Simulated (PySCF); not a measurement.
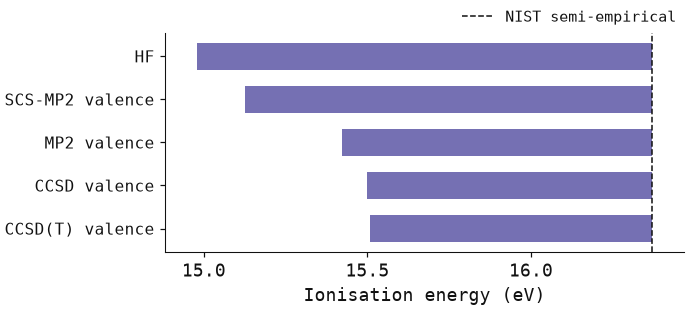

The ionisation energy of W⁺ ([Xe] 4f¹⁴ 5d⁴ 6s → [Xe] 4f¹⁴ 5d⁴) across levels of theory. PySCF, aug-cc-pVDZ-PP with a 60-electron core potential, unrestricted single determinants, no spin-orbit coupling. Methods marked “valence” freeze 8 core electrons.

Summarise the spread and list the values.

Answer. The values run from 14.979 eV (HF) to 15.508 eV (CCSD(T) valence). The NIST semi-empirical value is 16.37 ± 0.1 eV; nearest to it come CCSD(T) valence (−0.862) and CCSD valence (−0.871), furthest HF (−1.391 eV).

```csv
Method,Ionisation energy (eV)
HF,14.979
MP2 valence,15.422
SCS-MP2 valence,15.127
CCSD valence,15.499
CCSD(T) valence,15.508
```

Limits of the model: spin-orbit shift not estimated.
